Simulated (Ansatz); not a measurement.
# BH2(vinyl) (C₂H₅B): a spread of methods and bases

How do the results and run time of BH2(vinyl) (C₂H₅B) respond when the settings are drawn wide?

Method: the settings change from run to run; program: Ansatz 0.2.0, Gaussian basis.

**1. The geometry**

An earlier r2SCAN-D4 in a triple-zeta def2 set relaxation fixed the geometry.

8 atoms, charge 0, spin multiplicity 1.

Atoms are counted from 1 here; the program's logs count them from 0.

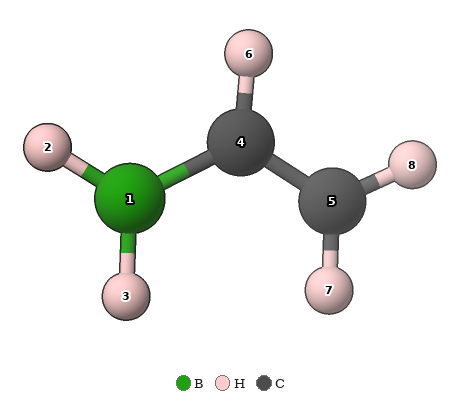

The structure; boron green, hydrogen pink, carbon dark grey; atoms are numbered from 1 in the order of the file.

**2. wPBEh/cc-pVDZ**

This run has density fitting with def2-universal-jkfit, high accuracy.

The input, in.yaml:

```yaml
crystal:
  periodic: [false, false, false]
  atoms:
    - {symbol: B, position_ang: [0.672002, 1.022480, -0.403577]}
    - {symbol: H, position_ang: [1.360536, 1.401650, -1.304602]}
    - {symbol: H, position_ang: [0.450162, 1.756442, 0.516333]}
    - {symbol: C, position_ang: [0.060615, -0.385896, -0.389996]}
    - {symbol: C, position_ang: [-0.707476, -0.792956, 0.633576]}
    - {symbol: H, position_ang: [0.230598, -1.091578, -1.202585]}
    - {symbol: H, position_ang: [-0.908573, -0.128433, 1.469935]}
    - {symbol: H, position_ang: [-1.157844, -1.781709, 0.680927]}
basis:
  gaussian: {orbitals: cc-pVDZ, fitting: {mean_field: def2-universal-jkfit}}
hamiltonian: {xc: {name: wPBEh}}
accuracy: high
```

The run is started by

```sh
$ ansatz run in.yaml --threads 4 --pin off --events-out ev --progress --plain --max-ram 3916MiB
```

Standard output:

```text
Functional definition: wPBEh
  name "wPBEh"
  cite "Heyd, Scuseria & Ernzerhof, J. Chem. Phys. 118, 8207 (2003) doi:10.1063/1.1564060"
  cite "Krukau, Vydrov, Izmaylov & Scuseria, J. Chem. Phys. 125, 224106 (2006) doi:10.1063/1.2404663"
  cite "Heyd & Scuseria, J. Chem. Phys. 120, 7274 (2004) doi:10.1063/1.1668634"
  cite "Ernzerhof & Perdew, J. Chem. Phys. 109, 3313 (1998) doi:10.1063/1.476928"
  cite "Perdew, Burke & Ernzerhof, Phys. Rev. Lett. 77, 3865 (1996) doi:10.1103/PhysRevLett.77.3865"
  parent pbe
  parameter a = 0.25
  parameter omega = 0.11/bohr
  exchange = wpbe_x - a*pbe_x_sr(omega) + a*exact_x_sr(omega)
  correlation = pbe_c
315 factors; integrals over basis functions are off by at most 2.6e-1 eV
315 factors; integrals over basis functions are off by at most 2.2e-10 eV
mean field evaluation 1: about -2823.2025 eV, gradient 3.7e1 eV
mean field evaluation 2: about -2822.3176 eV, gradient 4.1e1 eV
mean field evaluation 4: about -2827.0511 eV, gradient 1.5e0 eV
mean field evaluation 8: about -2827.0605 eV, gradient 1.3e-2 eV
mean field evaluation 16: about -2827.0605 eV, gradient 1.7e-7 eV
mean field -2827.06053791 eV, -103.8925585176 hartree, gradient 4.4e-8 eV, S^2 0.000000; 0 other end points of the search recorded, 0 dependent functions left out
reference -2827.06054102 eV, -103.8925586319 hartree; 11, 11 occupied and 56, 56 virtual orbitals, 315 factors
Total energy: -2827.06054102 eV, -103.8925586319 hartree
```

It took 1.1 s on 4 threads of Arm Neoverse V1, shared host.

**3. HSE06/STO-3G**

This run has D3(BJ) with three-body dispersion, high accuracy.

Edit in.yaml of step 2 so:

```diff
@@ -12,4 +12,5 @@
 basis:
-  gaussian: {orbitals: cc-pVDZ, fitting: {mean_field: def2-universal-jkfit}}
-hamiltonian: {xc: {name: wPBEh}}
+  gaussian: {orbitals: STO-3G}
+hamiltonian: {xc: {name: HSE06}, dispersion: d3bjatm}
 accuracy: high
+output: {forces: true}
```

Launched as before.

Standard output (excerpt; [...] marks lines left out):

```text
Functional definition: HSE06
  name "HSE06"
  cite "Heyd, Scuseria & Ernzerhof, J. Chem. Phys. 118, 8207 (2003) doi:10.1063/1.1564060"
  cite "Krukau, Vydrov, Izmaylov & Scuseria, J. Chem. Phys. 125, 224106 (2006) doi:10.1063/1.2404663"
  cite "Heyd & Scuseria, J. Chem. Phys. 120, 7274 (2004) doi:10.1063/1.1668634"
  cite "Ernzerhof & Perdew, J. Chem. Phys. 109, 3313 (1998) doi:10.1063/1.476928"
  cite "Perdew, Burke & Ernzerhof, Phys. Rev. Lett. 77, 3865 (1996) doi:10.1103/PhysRevLett.77.3865"
  parent pbe
[...]
  # The whole range is PBE's own exchange, as in plane waves. The composition of these papers is wPBEh.
[...]
367 factors; integrals over basis functions are off by at most 1.4e-8 eV
69 factors; integrals over basis functions are off by at most 4.4e-10 eV
[...]
mean field -2792.28030914 eV, -102.6144086854 hartree, gradient 2.1e-8 eV, S^2 0.000000; 0 other end points of the search recorded, 0 dependent functions left out
[...]
reference -2792.28031128 eV, -102.6144087639 hartree; 11, 11 occupied and 9, 9 virtual orbitals, 367 factors
Total energy: -2792.34875153 eV, -102.6169238966 hartree
Atom 0 at     0.672002     1.022480    -0.403577 Å, force     0.211116     0.570921     0.061402 eV/Å
Atom 1 at     1.360536     1.401650    -1.304602 Å, force    -0.403319    -0.229310     0.520386 eV/Å
Atom 2 at     0.450162     1.756442     0.516333 Å, force     0.155162    -0.429575    -0.582213 eV/Å
Atom 3 at     0.060615    -0.385896    -0.389996 Å, force     0.179797     0.367890    -0.036967 eV/Å
Atom 4 at    -0.707476    -0.792956     0.633576 Å, force     0.144551     0.139004    -0.149085 eV/Å
Atom 5 at     0.230598    -1.091578    -1.202585 Å, force     0.074775    -0.196056    -0.273843 eV/Å
Atom 6 at    -0.908573    -0.128433     1.469935 Å, force    -0.143561     0.201129     0.395239 eV/Å
Atom 7 at    -1.157844    -1.781709     0.680927 Å, force    -0.218520    -0.424002     0.065081 eV/Å
Dipole moment:    -0.135413    -0.198328     0.087030 e Å
```

Wall time 0.85 s (4 threads of Arm Neoverse V1, shared host).

Largest force 0.740 eV/Å, dipole 1.23 D.

**4. RPA/6-31++G****

Options: coordinates scaled by 1.12, finite nuclei, high accuracy.

The input, in.yaml:

```yaml
crystal:
  periodic: [false, false, false]
  atoms:
    - {symbol: B, position_ang: [0.752642, 1.145178, -0.452007]}
    - {symbol: H, position_ang: [1.523800, 1.569848, -1.461155]}
    - {symbol: H, position_ang: [0.504181, 1.967215, 0.578293]}
    - {symbol: C, position_ang: [0.067889, -0.432204, -0.436796]}
    - {symbol: C, position_ang: [-0.792373, -0.888110, 0.709605]}
    - {symbol: H, position_ang: [0.258269, -1.222567, -1.346895]}
    - {symbol: H, position_ang: [-1.017602, -0.143845, 1.646327]}
    - {symbol: H, position_ang: [-1.296785, -1.995514, 0.762639]}
basis:
  gaussian: {orbitals: "6-31++G**", nuclear_model: gaussian}
hamiltonian: {xc: {name: PBE0}}
correlation: {method: rpa}
accuracy: high
scf: {omitted_lower_state_checks: [starts]}
```

Launched as before.

Standard output (excerpt; [...] marks lines left out):

```text
Functional definition: PBE0
  name "PBE0"
  cite "Adamo & Barone, J. Chem. Phys. 110, 6158 (1999) doi:10.1063/1.478522"
  cite "Perdew, Burke & Ernzerhof, Phys. Rev. Lett. 77, 3865 (1996) doi:10.1103/PhysRevLett.77.3865"
  parent pbe
[...]
1895 factors; integrals over basis functions are off by at most 3.0e-9 eV
[...]
mean field -2824.88325080 eV, -103.8125446922 hartree, gradient 3.4e-8 eV, S^2 0.000000; 0 other end points of the search recorded, 0 dependent functions left out
3 core orbitals not correlated: weight in the atoms' cores, before any rotation towards them, 1.000 or more for the frozen orbitals, at most 0.000 for the correlated occupied ones
reference -2808.11801386 eV, -103.1964335986 hartree; 8, 8 occupied and 76, 76 virtual orbitals, 1895 factors
Total energy: -2823.93473887 eV, -103.7776875218 hartree
Checks for a lower state left out: starts
```

Wall time 3.3 s (4 threads of Arm Neoverse V1, shared host).

**5. B2GP-PLYP/6-31++G****

Options: unrestricted orbitals, density fitting with cc-pVTZ-jkfit, relativity set to scalar, high accuracy, the search for lower states set to full.

The input, in.yaml:

```yaml
crystal:
  periodic: [false, false, false]
  atoms:
    - {symbol: B, position_ang: [0.672002, 1.022480, -0.403577]}
    - {symbol: H, position_ang: [1.360536, 1.401650, -1.304602]}
    - {symbol: H, position_ang: [0.450162, 1.756442, 0.516333]}
    - {symbol: C, position_ang: [0.060615, -0.385896, -0.389996]}
    - {symbol: C, position_ang: [-0.707476, -0.792956, 0.633576]}
    - {symbol: H, position_ang: [0.230598, -1.091578, -1.202585]}
    - {symbol: H, position_ang: [-0.908573, -0.128433, 1.469935]}
    - {symbol: H, position_ang: [-1.157844, -1.781709, 0.680927]}
basis:
  gaussian: {orbitals: "6-31++G**", fitting: {mean_field: cc-pVTZ-jkfit}}
magnetization: {spin_polarized: true, initial_magnetization: 0}
hamiltonian: {xc: {name: B2GP-PLYP}, pseudopotentials: {relativity: scalar}}
accuracy: high
scf: {lower_state_search: full}
output: {forces: true}
```

The command is unchanged.

Standard output (excerpt; [...] marks lines left out):

```text
Functional definition: B2GP-PLYP
  name "B2GP-PLYP"
  cite "Karton, Tarnopolsky, Lamère, Schatz & Martin, J. Phys. Chem. A 112, 12868 (2008) doi:10.1021/jp801805p"
  cite "Becke, Phys. Rev. A 38, 3098 (1988) doi:10.1103/PhysRevA.38.3098"
  cite "Lee, Yang & Parr, Phys. Rev. B 37, 785 (1988) doi:10.1103/PhysRevB.37.785"
[...]
387 factors; integrals over basis functions are off by at most 1.7e-1 eV
[...]
mean field -2823.47223876 eV, -103.7606909563 hartree, gradient 1.7e-8 eV, S^2 0.000000; 2 other end points of the search recorded, 0 dependent functions left out
3 core orbitals not correlated: weight in the atoms' cores, before any rotation towards them, 1.000 or more for the frozen orbitals, at most 0.000 for the correlated occupied ones
reference -2823.47225915 eV, -103.7606917057 hartree; 8, 8 occupied and 76, 76 virtual orbitals, 387 factors
second order -11.28599413 eV of doubles, -0.00000000 eV of singles
[...]
Total energy: -2827.53521704 eV, -103.9100026540 hartree
Relativity: scalar
Atom 0 at     0.672002     1.022480    -0.403577 Å, force     0.104151     0.220480    -0.013145 eV/Å
Atom 1 at     1.360536     1.401650    -1.304602 Å, force    -0.079815    -0.025864     0.115696 eV/Å
Atom 2 at     0.450162     1.756442     0.516333 Å, force     0.034671    -0.067210    -0.109072 eV/Å
Atom 3 at     0.060615    -0.385896    -0.389996 Å, force     0.171329    -0.120797    -0.383509 eV/Å
Atom 4 at    -0.707476    -0.792956     0.633576 Å, force    -0.269653    -0.117556     0.376285 eV/Å
Atom 5 at     0.230598    -1.091578    -1.202585 Å, force    -0.017040     0.089650     0.094872 eV/Å
Atom 6 at    -0.908573    -0.128433     1.469935 Å, force     0.005393    -0.097272    -0.081727 eV/Å
Atom 7 at    -1.157844    -1.781709     0.680927 Å, force     0.050963     0.118570     0.000600 eV/Å
Dipole moment:    -0.138426    -0.207688     0.085206 e Å
```

Wall time 7.5 s (4 threads of Arm Neoverse V1, shared host).

Largest force 0.478 eV/Å, dipole 1.27 D, ⟨S²⟩ 0.000.

**6. The runs in one table**

| level | charge | multiplicity | geometry | functions | energy (eV) | time |
| --- | --- | --- | --- | --- | --- | --- |
| wPBEh/cc-pVDZ | 0 | 1 | relaxed | 67 | -2827.061 | 1.1 s |
| HSE06/STO-3G | 0 | 1 | relaxed | 20 | -2792.349 | 0.85 s |
| RPA/6-31++G** | 0 | 1 | scaled | 87 | -2823.935 | 3.3 s |
| B2GP-PLYP/6-31++G** | 0 | 1 | relaxed | 87 | -2827.535 | 7.5 s |

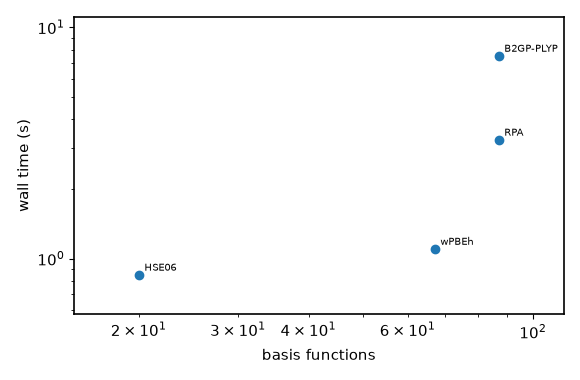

Wall time against the number of basis functions (shared host).

**7. Summary of results**

| quantity | value |
| --- | --- |
| runs | 4 |
| quickest | HSE06/STO-3G, 0.85 s |
| slowest | B2GP-PLYP/6-31++G**, 7.5 s |
| spread of total energies, same state and geometry | 35.2 eV |
| dipole, same state and geometry | 1.23 to 1.27 D |

**Reading.** B2GP-PLYP/6-31++G** took 9 times as long as HSE06/STO-3G. The jobs differ in tasks and options as well as level. The totals spread over 35 eV; they can't be compared across methods or bases. At the r2SCAN-D4/def2-TZVP geometry and in the same state, the sound runs without point charges leave forces up to 0.74 eV/Å (HSE06/STO-3G).
